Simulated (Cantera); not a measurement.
A closed system holds: 1 mol Si, 4.8 mol H2O, 1.3 mol N2, held at 19.5 Torr.

Cantera equilibrium calculation (NASA polynomials, part measured and part estimated; ideal gas, pure solids and liquids). Candidate condensed phases: H2O, Si, SiO2, Si2N2O, Si3N4; 35 gas species. The tables hold silica as quartz up to 1696 K and as liquid above; real silica turns to tridymite and cristobalite and melts near 1996 K. Gases not in the tables: Si(OH)4. Kinetics and transport are ignored.

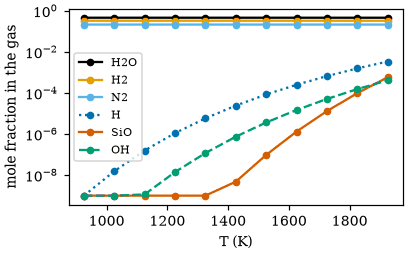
Equilibrium gas composition (values under 1e-9 drawn at 1e-9)

Question: Read off the mole fractions at 1925 K.

Answer: H2O about 0.46, H2 about 0.33, N2 about 0.21, H about 0.0034, SiO about 0.00058, OH about 0.00041.
